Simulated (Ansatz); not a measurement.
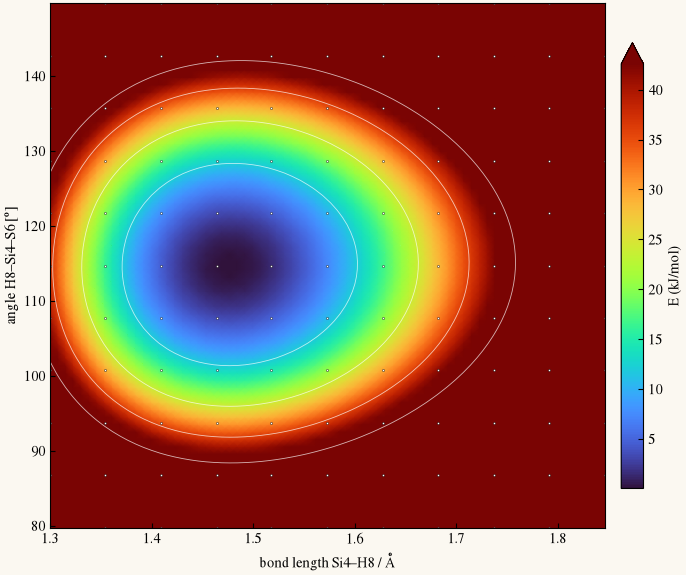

F₂H₂S₂Si₂, SMILES F[SiH]1S[SiH](F)S1. Coordinates scanned: (1) bond length Si4–H8; (2) angle H8–Si4–S6. Nothing is relaxed (all other coordinates rigid). The scan uses an 11 × 11 grid. Points are written as (first, second). All energies are given in kJ/mol relative to the relaxed molecule at the same level. These are results of Ansatz 0.2.0, RKS B3LYP-D4/def2-SVP, not measurements.

In the figure: a smooth colour map with a few white contour lines, dots at the grid points, one colour for all values above the top of the scale. Between grid points the surface is interpolated.

> Where is the minimum, and how stiff is the well along each coordinate?

The interpolated minimum is at bond length Si4–H8 ≈ 1.477 Å, angle H8–Si4–S6 ≈ 114.7°. The curvatures there are about 19 eV/Å² and 4.5 eV/rad², with a cross term of about 0 eV/(Å·rad). Round the minimum the two coordinates are nearly uncoupled. (1 eV is 96.5 kJ/mol.)
